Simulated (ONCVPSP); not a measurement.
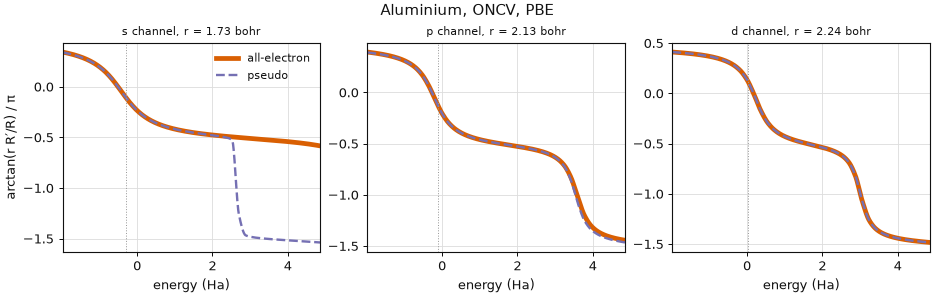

Unwrapped phase arctan(r R′/R) in units of π against energy, all-electron (solid) and pseudo (dashed); the pseudo phase is matched to the all-electron one at the reference energy. Here R(r) is the radial function. A near-vertical step is a level narrower than the spacing of the points behind the curves. The dotted line marks the reference energy of the channel.

Input of ONCVPSP 4.0.1:

```
# ATOM AND REFERENCE CONFIGURATION
# atsym  z   nc   nv     iexc    psfile
  Al 13.00    3    2        4      upf
#
#   n    l    f
    1    0    2.00
    2    0    2.00
    2    1    6.00
    3    0    2.00
    3    1    1.00
#
# PSEUDOPOTENTIAL AND OPTIMIZATION
# lmax
    2
#
#   l,   rc,      ep,       ncon, nbas, qcut
    0    1.70    0.00    4    8    3.40
    1    2.10    0.00    4    9    3.50
    2    2.20    0.03    5    9    4.10
#
# LOCAL POTENTIAL
# lloc, lpopt,  rc(5),   dvloc0
    4    5    1.60    0.00
#
# VANDERBILT-KLEINMAN-BYLANDER PROJECTORs
# l, nproj, debl
    0    2    1.20
    1    2    2.70
    2    3    3.10
#
# MODEL CORE CHARGE
# icmod, fcfact, rcfact
    0    0.00    0.00
#
# LOG DERIVATIVE ANALYSIS
# epsh1, epsh2, depsh
   -2.00    5.00    0.02
#
# OUTPUT GRID
# rlmax, drl
    6.00    0.01
#
# TEST CONFIGURATIONS
# ncnf
    4
# nvcnf
#   n    l    f
    2
    3    0    2.00
    3    1    0.00
#
    2
    3    0    1.00
    3    1    0.00
#
    2
    3    0    2.00
    3    1    0.50
#
    2
    3    0    0.00
    3    1    3.00
#
```

Launched with:
```bash
oncvpsp.x < Al.dat > Al.out
```

Functional and relativity: PBE, scalar-relativistic.

**How far from the reference energy is each channel transferable, at a tolerance of 0.05 rad?**

s: up to about 2.4 Ha; p: up to about 3.3 Ha; d: over the whole range drawn.

**What does the plot say about ghosts?**

Going away from the reference energies, the phases part by more than π/2 in: s at about 2.6 Ha (above its reference energy, pseudo phase lower, at the flagged ghost). Such a step is either a state that only one of the two atoms has or an ordinary level shifted in energy. The separate test gives: no bound ghost flagged; GHOST(+) flagged for s at 72.5 eV.
